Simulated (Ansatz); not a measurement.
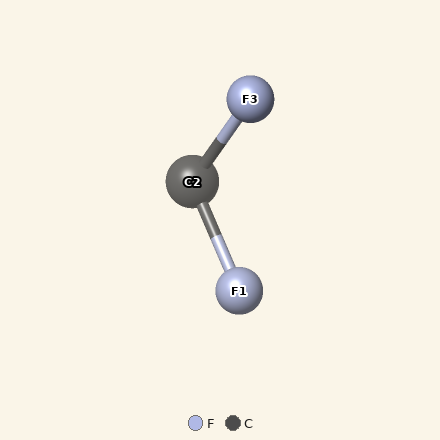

The system is CF₂ (SMILES F[C]F) with the probe Br-; the picture shows it without the atoms that are moved over the map. The probe is moved over the plane through the molecule's long axis and the normal of its main plane. The first coordinate is: x of the probe's Br atom; the second: z of the probe's Br atom. Nothing is relaxed (molecule and probe rigid). The scan uses an 11 × 9 grid; 23 points were computed and 59 follow by symmetry. At 17 points there is no value (left out of the scan, as a rule where atoms come close). Points are written as (first, second). All energies are given in kcal/mol relative to the lowest grid point. Theory: RKS wB97X-V/def2-SVPD in Ansatz.

Range: x of the probe's Br atom from −4.0 to 4.0 Å; z of the probe's Br atom from −3.2 to 3.2 Å.

Question: Predict the map.

Answer: The lowest grid point is at (0.0 Å, −3.2 Å) [nearest 1 C at 3.24 Å]. On the interpolated surface the minimum lies inside the range, at about (−0.1 Å, −3.0 Å). The highest grid point, (−2.4 Å, −0.8 Å) [nearest 1 F at 1.61 Å], lies 223 kcal/mol above the lowest.

```csv
"z of the probe's Br atom ↓, x of the probe's Br atom →",−4.0,−3.2,−2.4,−1.6,−0.8,0.0,0.8,1.6,2.4,3.2,4.0
3.2,5,4,4,3,1,0,1,3,4,4,5
2.4,5,5,8,17,18,13,18,17,8,5,5
1.6,5,11,53,184,215,176,215,184,53,11,5
0.8,6,29,223,–,–,–,–,–,223,29,6
0.0,7,45,–,–,–,–,–,–,–,45,7
−0.8,6,29,223,–,–,–,–,–,223,29,6
−1.6,5,11,53,184,215,176,215,184,53,11,5
−2.4,5,5,8,17,18,13,18,17,8,5,5
−3.2,5,4,4,3,1,0,1,3,4,4,5
```

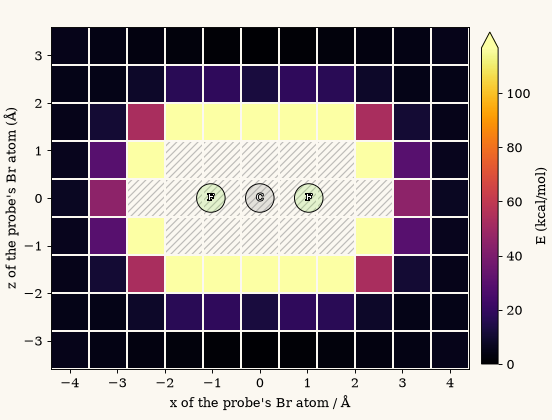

Drawn: one coloured cell a grid point, labelled circles for the molecule's atoms, projected on the plane, one colour for all values above the top of the scale, hatched blanks where no value was computed.

Time for the 23 points that were run: 2.6 min on 1 thread of Intel(R) Xeon(R) 6975P-C (Granite Rapids), with other jobs on the host.
